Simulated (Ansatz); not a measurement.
Cost and result by functional for the surface energy of the (21-33) surface of hcp Ru in its 1x1 cell, outermost plane spacing 0.13 Å in the ideal cut, in Ansatz (plane waves, PAW). Single points on the PBE structure, on one kind of machine; costs are rough ratios of the slab run's core time (references not counted) to the cheapest single point. r2SCAN's cost holds its higher cutoff (500 against 420 eV). Differences are taken against r2SCAN for comparison alone: no measured value is at hand, so the table doesn't rank accuracy.

Set-up: 28 atoms, 10.0 Å thick at the start (thin: gaps and levels are the slab's own); mesh 8x6x1; 0.1 eV smearing; dipole correction on; all atoms relaxed; start symmetry kept, larger cells not searched; no spin, no spin-orbit, no U. These notes are the PBE run's.

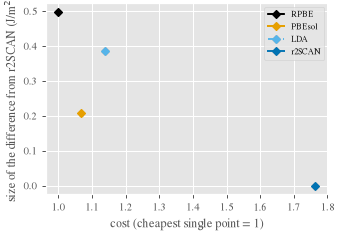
Difference from r2SCAN against cost

| functional | relative cost | surface energy (J/m²) | less r2SCAN (J/m²) |
|---|---|---|---|
| RPBE | 1 | 2.90 | -0.50 |
| PBEsol | 1 | 3.61 | 0.21 |
| LDA | 1 | 3.78 | 0.38 |
| r2SCAN | 2 | 3.40 | 0.00 |
| PBE (the relaxed run's value) | – | 3.16 | -0.24 |

The values span 0.88 J/m², while the single points' costs differ by a factor of roughly 2. Differences are of unrounded values.

Ansatz is a program for electronic structure.
